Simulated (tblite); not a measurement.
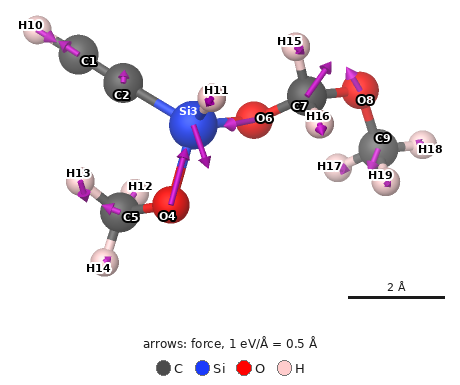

Starting geometry of C5H10O3Si with the computed forces as purple arrows. Style: ball-and-stick. Shown face on.

The calculation used GFN2-xTB geometry optimisation, gas phase (tblite 0.8.0). 

### What follows when this structure is relaxed?

It isn't relaxed: the largest force vector, on O4, is 2.54 eV/Å. The final displacements have little in common with the starting forces (cosine between the two patterns 0.21). The atom that moves furthest after the best rigid fit is H12 (1.50 Å). By element the largest moves are H 1.50 Å, C 0.98 Å, O 0.96 Å, Si 0.34 Å. Near-neighbour distances that change, for instance: Si3–O4 1.745 → 1.611 Å, Si3–O6 1.684 → 1.614 Å, C5–H13 1.124 → 1.091 Å, C1–H10 1.083 → 1.053 Å. Among the angles between lasting bonds that change: Si3–O4–C5 104.0° → 127.4°, Si3–O6–C7 108.8° → 126.0°, O4–Si3–O6 109.5° → 99.7°. Groups turn about Si3–O4 by about 85°, O4–C5 by about 80°, Si3–O6 by about 70°. After 123 geometry steps the energy has fallen by 1.171 eV. Cost: 1 s on 1 thread of Arm Neoverse V1, with other jobs on the host.
